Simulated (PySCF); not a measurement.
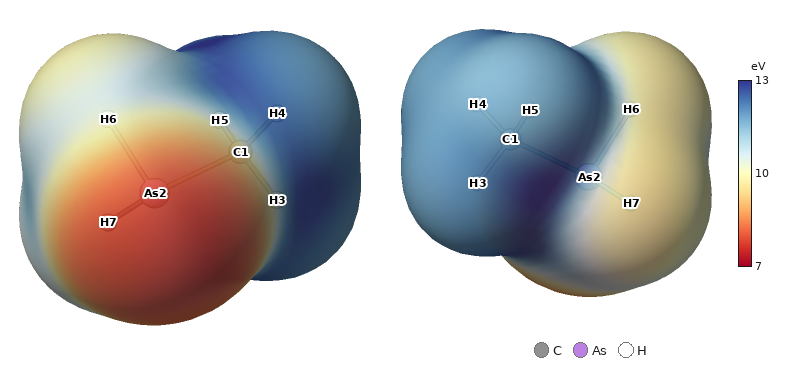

Figure 1: CH5As, SMILES `C[AsH2]`. Average local ionisation energy on the surface of electron density 0.001 a.u. (back view left, front view right).

PySCF calculation, PBE0/def2-TZVP, gas phase; geometry: GFN2-xTB. No frequency check shows the geometry to be a minimum. GFN2-xTB bond lengths at metals and heavier atoms can be off by up to 0.1 Å and shapes distorted, which carries into these values.

Coordinates in Å:

```
C1       1.5507    0.0000   -0.0187
As2     -0.4218   -0.0002    0.0652
H3       1.9365   -0.8827    0.4913
H4       1.9365    0.8792    0.4970
H5       1.9180    0.0037   -1.0427
H6      -0.5881    1.0571   -0.9887
H7      -0.5881   -1.0508   -0.9955
```

**Locate the minima of the map.**

The lowest value is 7.6 eV, 2.4 Å from As2. Further minima include 9.5 eV, near H6 (1.73 Å) and H7 (1.90 Å), over As2 (2.5 Å); 11.4 eV, 1.4 Å from H5. For comparison, the highest occupied orbital lies at −7.3 eV.

**What volume does the surface enclose, and what is the dipole moment?**

About 84 Å³; the dipole moment is 0.9 D.
